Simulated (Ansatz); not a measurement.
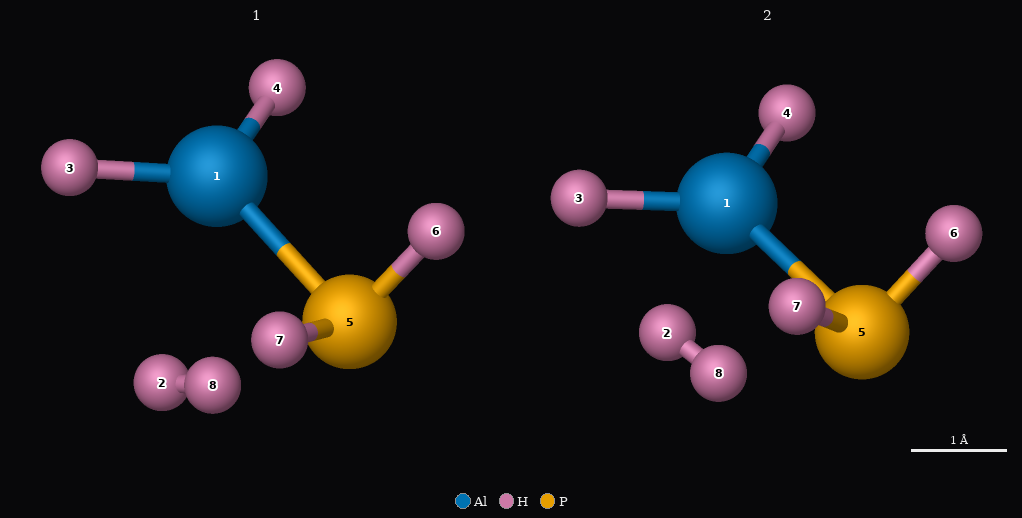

Two geometries of AlPH6, drawn at one scale. One is the start of a relaxation, the other its converged end. A ball-and-stick model, seen from a free direction.

The calculation used Ansatz, RKS r2SCAN-D4/def2-SVP. (no spin polarisation; force threshold 0.03 eV/Å; at most 50 steps)

Q: Which one is relaxed?

A: Structure 2 is the relaxed one. The run prepares an end point of a later path (reaction) calculation, from a guessed geometry. The largest move after the best rigid fit is that of H2, 0.54 Å. Largest moves by element: H 0.54 Å, Al 0.29 Å, P 0.28 Å. Near-neighbour distances that change, for instance: Al1–H2 2.757 → 2.219 Å, Al1–H8 2.466 → 2.212 Å, Al1–P5 2.295 → 2.348 Å, H2–H8 0.720 → 0.767 Å. Bond angles that change, for instance: Al1–P5–H7 98.0° → 94.0°, Al1–P5–H6 96.0° → 93.4°, H3–Al1–P5 122.4° → 119.8°. After 8 accepted moves (9 points after the start) the energy has fallen by 0.181 eV. The largest force component goes from 1.8 to 0.014 eV/Å. The line search rejected the trial step at point 5 of the run.

Limits of the set-up: the start holds two separate molecules, 2.5 Å apart at their closest, whose relative position is a soft coordinate.
